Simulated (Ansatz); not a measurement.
# TiCl₂F₂: one change and its effect

System: TiCl₂F₂, SMILES [F][Ti]([F])([Cl])[Cl].
Method of the first run: RKS PBE0-D4/def2-TZVPP (Ansatz 0.2.0).

The geometry comes from this level: PBE0-D4/def2-TZVP. Text and figures count atoms from 1; the logs count them from 0 in places.

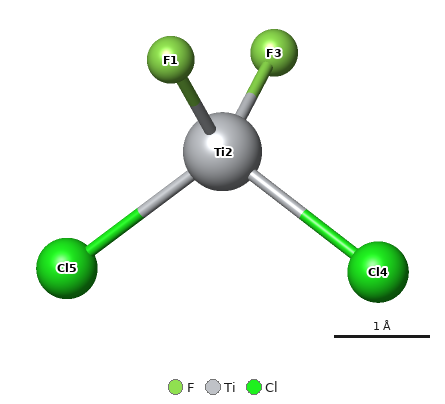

**Figure 1.** The structure as given in the input (ball-and-stick view, seen at a tilt; atoms are numbered from 1 in the order of the input). Sticks mark near contacts.

Input, the first run:
```yaml
crystal:
  periodic: [false, false, false]
  atoms:
    - {symbol: F, position_ang: [-0.136693, -0.246711, 1.769273]}
    - {symbol: Ti, position_ang: [0.055164, -0.056385, 0.057064]}
    - {symbol: F, position_ang: [1.386132, -1.030021, -0.477026]}
    - {symbol: Cl, position_ang: [-1.758201, -0.694183, -0.949849]}
    - {symbol: Cl, position_ang: [0.453588, 2.027311, -0.399452]}
basis:
  gaussian: {orbitals: def2-TZVPP}
hamiltonian: {xc: pbe0, dispersion: d4}
output: {orbitals: {seedname: orbitals}}
```

Hardware: 4 CPU threads, shared host.

Output (the first run):
```
Functional definition: PBE0
  parameter a = 0.25
  parameter kappa = 0.804
  parameter beta = 0.06672455060314922
  exchange = (1 - a)*pbe_x(kappa = kappa, mu = beta*pi^2/3) + a*exact_x
  correlation = pbe_c(beta = beta)
1474 factors; their error is unknown
mean field evaluation 1: about -53581.8212 eV, gradient 5.4e1 eV
mean field evaluation 2: about -53505.2001 eV, gradient 2.6e2 eV
mean field evaluation 4: about -53585.6862 eV, gradient 1.7e1 eV
mean field evaluation 8: about -53586.2646 eV, gradient 1.5e-1 eV
mean field evaluation 16: about -53586.4741 eV, gradient 2.1e-5 eV
mean field -53586.47406494 eV, -1969.2665996697 hartree, gradient 2.6e-5 eV, S^2 0.000000; 0 other end points of the search recorded, 0 dependent functions left out
reference -53586.47410256 eV, -1969.2666010523 hartree; 37, 37 occupied and 173, 173 virtual orbitals, 1474 factors
Total energy: -53586.60307412 eV, -1969.2713406699 hartree
```

For the second run the input was changed thus:
```diff
-  gaussian: {orbitals: def2-TZVPP}
+  gaussian: {orbitals: def2-SVP}
```

Predict how the results change.

The total energy of the second run is 429.2 kcal/mol higher, which measures the change of basis and not a stability. The HOMO goes from −9.87 to −9.77 eV. The LUMO goes from −3.58 to −3.68 eV. The basis functions go from 210 to 95.

Output (the second run):
```
Functional definition: PBE0
  parameter a = 0.25
  parameter kappa = 0.804
  parameter beta = 0.06672455060314922
  exchange = (1 - a)*pbe_x(kappa = kappa, mu = beta*pi^2/3) + a*exact_x
  correlation = pbe_c(beta = beta)
918 factors; integrals over basis functions are off by at most 1.2e-3 eV
mean field evaluation 1: about -53561.9491 eV, gradient 5.5e1 eV
mean field evaluation 2: about -53377.7488 eV, gradient 3.7e2 eV
mean field evaluation 4: about -53567.6725 eV, gradient 7.3e0 eV
mean field evaluation 8: about -53567.8630 eV, gradient 6.3e-1 eV
mean field evaluation 16: about -53567.8639 eV, gradient 1.0e-4 eV
mean field -53567.86392144 eV, -1968.5826895108 hartree, gradient 4.1e-5 eV, S^2 0.000000; 0 other end points of the search recorded, 0 dependent functions left out
reference -53567.86400146 eV, -1968.5826924515 hartree; 37, 37 occupied and 58, 58 virtual orbitals, 918 factors
Total energy: -53567.99297303 eV, -1968.5874320691 hartree
```

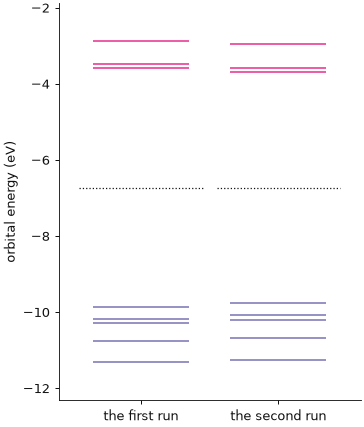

**Figure 2.** The five highest filled and three lowest empty orbital energies of the two runs; the dotted lines part filled from empty levels. The HOMO–LUMO gap is 6.29 eV in the first run and 6.09 eV in the second run.

The two runs side by side:

| quantity | the first run | the second run |
| --- | --- | --- |
| outcome | converged | converged |
| total energy (hartree) | −1969.271341 | −1968.587432 |
| HOMO (eV) | −9.87 | −9.77 |
| LUMO (eV) | −3.58 | −3.68 |
| basis functions | 210 | 95 |
| wall time (shared host) | 2.5 s | 1.6 s |
